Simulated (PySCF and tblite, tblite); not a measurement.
**C3H10OSi2: a path driven as rotation about a bond, and NMR exchange**

Aim: the barrier and rate of rotation about a bond in C3H10OSi2 (`C/C(=C/[SiH3])O[SiH3]`), and what it does to NMR lines.

Computed with tblite 0.8.0 (tight binding) and PySCF 2.14.0 (DFT, with response routines of our own); each step states its level. Atoms count from 0 throughout.

### Step 1. The molecule as given

16 atoms, charge 0, multiplicity 1; geometry from: force field or distance geometry start.

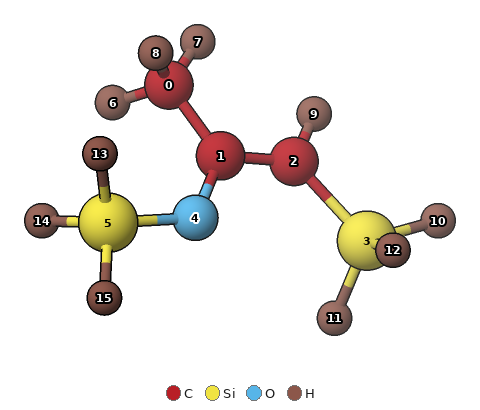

The starting geometry (carbon red, silicon yellow, oxygen blue, hydrogen brown), atoms numbered.

### Step 2. GFN2-xTB relaxation, start minimum

Job settings and geometry (Å):

```
{"job": {"xc": "GFN2-xTB", "basis": "xTB", "kind": "relax"}, "charge": 0, "multiplicity": 1}
C     -0.560900     1.262100    -1.254800
C      0.086300     0.309500    -0.304700
C      1.440900     0.256600    -0.196100
Si     2.450800    -0.802900     0.872400
O     -0.675800    -0.544700     0.507300
Si    -2.335700    -0.641900     0.528700
H     -1.162000     0.729500    -2.003600
H      0.174100     1.865100    -1.800000
H     -1.207200     1.968400    -0.718100
H      2.035900     0.914200    -0.808600
H      3.881700    -0.507600     0.638600
H      2.222600    -2.248100     0.572500
H      2.153800    -0.549200     2.323400
H     -2.906600     0.669700     0.915600
H     -2.847000    -1.003700    -0.810500
H     -2.758700    -1.667900     1.526500
```

Command:

```
OMP_NUM_THREADS=1 python ens_run.py task.json out
```

This one command runs the whole study; its stages follow in the order run.

The log of the run:

```text
step      E/eV     max force
  0    -518.97155    2.171
  1    -519.08016    1.535
  2    -519.12937    0.595
  3    -519.16091    0.510
  4    -519.18131    0.388
  5    -519.19375    0.365
  6    -519.20584    0.333
  7    -519.21813    0.365
  8    -519.23002    0.272
  9    -519.23846    0.218
 10    -519.24477    0.198
 11    -519.25003    0.204
 12    -519.25480    0.168
 13    -519.25816    0.140
 14    -519.26049    0.135
 15    -519.26301    0.153
 16    -519.26592    0.173
 17    -519.26834    0.139
 18    -519.26988    0.088
 19    -519.27105    0.096
 20    -519.27238    0.118
 21    -519.27413    0.138
 22    -519.27627    0.109
 23    -519.27882    0.126
 24    -519.28195    0.187
 25    -519.28585    0.188
 26    -519.29035    0.147
 27    -519.29461    0.149
 28    -519.29768    0.104
 29    -519.29960    0.091
 30    -519.30130    0.114
 31    -519.30367    0.128
 32    -519.30660    0.140
 33    -519.30907    0.111
 34    -519.31042    0.074
 35    -519.31111    0.054
 36    -519.31161    0.056
 37    -519.31216    0.062
 38    -519.31265    0.053
 39    -519.31298    0.043
 40    -519.31317    0.032
 41    -519.31328    0.024
 42    -519.31335    0.017
 43    -519.31339    0.012
 44    -519.31341    0.014
 45    -519.31343    0.014
 46    -519.31345    0.010
 47    -519.31347    0.010
 48    -519.31349    0.011
 49    -519.31351    0.013
 50    -519.31353    0.011
 51    -519.31355    0.008
 52    -519.31356    0.009
 53    -519.31356    0.010
 54    -519.31358    0.011
 55    -519.31359    0.008
 56    -519.31361    0.008
 57    -519.31361    0.007
 58    -519.31362    0.007
 59    -519.31363    0.010
 60    -519.31364    0.006
 61    -519.31365    0.002
```

Run time: 0.39 s. Hardware: 1 thread of Arm Neoverse V1, shared host.

The energy fell by 0.342 eV, and the atoms moved 0.26 Å (root mean square).

### Step 3. Relaxed scan, rotation

Job settings and geometry (Å):

```
{"job": {"xc": "GFN2-xTB", "basis": "xTB", "coordinate": [["t", [0, 1, 4, 5], 0.5], ["t", [2, 1, 4, 5], 0.5]], "kind": "drive"}, "charge": 0, "multiplicity": 1}
C     -0.573676     1.336416    -1.322546
C      0.166088     0.418125    -0.400375
C      1.490080     0.344232    -0.278295
Si     2.251526    -0.868595     0.930837
O     -0.587594    -0.403011     0.370116
Si    -2.173116    -0.671865     0.571134
H     -1.187210     0.754709    -2.010029
H      0.119521     1.948462    -1.891757
H     -1.236069     1.983319    -0.747889
H      2.098497     0.993542    -0.887278
H      3.708830    -0.722660     0.843548
H      1.878815    -2.242681     0.583890
H      1.814662    -0.573976     2.298223
H     -2.863154     0.540208     1.024434
H     -2.798078    -1.115442    -0.679215
H     -2.116720    -1.711840     1.583789
```

The log of the run:

```text
point  coordinate     E/eV
  0    -75.100     -519.30624
  1    -60.100     -519.30310
  2    -45.200     -519.28574
  3    -30.200     -519.26730
  4    -15.200     -519.24345
  5     -0.100     -519.22740
  6     15.000     -519.21751
  7     30.000     -519.22224
  8     45.000     -519.22570
  9     60.000     -519.22407
 10     74.900     -519.21793
 11     90.000     -519.21602
```

Wall time 2.7 s (1 thread of Arm Neoverse V1, shared host).

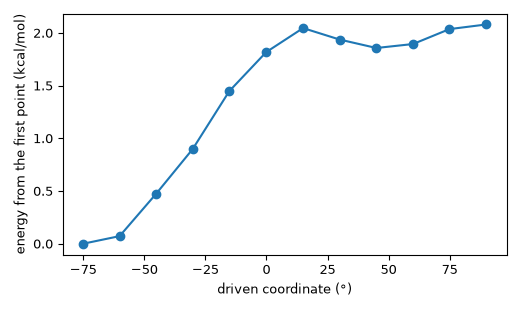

Energy along the scan.

### Step 4. Barriers, rates and exchange

Job settings and geometry (Å):

```
{"job": {"smiles": "C/C(=C/[SiH3])O[SiH3]", "charge": 0, "mult": 1, "motion": "rotation", "what": "enol ether", "atoms": [1, 4], "drives": [{"terms": [["t", [0, 1, 4, 5], 0.5], ["t", [2, 1, 4, 5], 0.5]], "by": 180, "n": 12}], "study": "path", "level": {"kind": "nmr", "xc": "PBE0", "basis": "pcSseg-1"}, "fields": [90, 700, 900], "first": 4, "seed": 186, "kind": "path"}, "charge": 0, "multiplicity": 1}
C     -0.573676     1.336416    -1.322546
C      0.166088     0.418125    -0.400375
C      1.490080     0.344232    -0.278295
Si     2.251526    -0.868595     0.930837
O     -0.587594    -0.403011     0.370116
Si    -2.173116    -0.671865     0.571134
H     -1.187210     0.754709    -2.010029
H      0.119521     1.948462    -1.891757
H     -1.236069     1.983319    -0.747889
H      2.098497     0.993542    -0.887278
H      3.708830    -0.722660     0.843548
H      1.878815    -2.242681     0.583890
H      1.814662    -0.573976     2.298223
H     -2.863154     0.540208     1.024434
H     -2.798078    -1.115442    -0.679215
H     -2.116720    -1.711840     1.583789
```

The log of the run:

```text
stationary points (kcal/mol above the start)
  n  kind          group   xTB      DFT    lowest mode

the driven structure fell back to the start
```

Wall time 8.6 s (1 thread of Arm Neoverse V1, shared host); peak memory 0.19 GiB. This counts the whole study up to here.

The study is incomplete (the driven structure fell back to the start), so no barrier is given.

### Step 5. Results

```
                               quantity  value
stages that failed or stayed incomplete      1
```

What this shows: A part of the study did not end soundly; only values from sound steps are given.
